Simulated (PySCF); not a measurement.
Vertical excitations of a molecule C3H8FNSi from PySCF with TDDFT-ωB97X/def2-SVPD, as energy in eV (oscillator strength): 6.84 (0.048), 7.09 (0.360), 7.29 (0.126), 7.70 (0.018), 8.15 (0.013), 8.27 (0.013), 8.31 (0.033), 8.43 (0.025), 8.63 (0.051), 8.79 (0.050). Lowest triplet (TDA): 4.42 eV. Geometry: B3LYP-D3(BJ)/def2-SVP. Other conformers were not sampled.

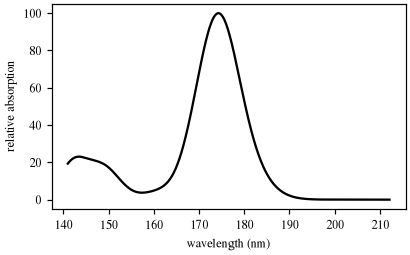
The lines broadened by 0.4 eV.

### Question
Pick the molecule that these values belong to.
A. C=C(F)C[SiH2]N
B. NC/C=C(/F)[SiH3]
C. CN[SiH2]/C=C/F
D. C/C=N\[SiH2]CF

### Answer
A, C=C(F)C[SiH2]N
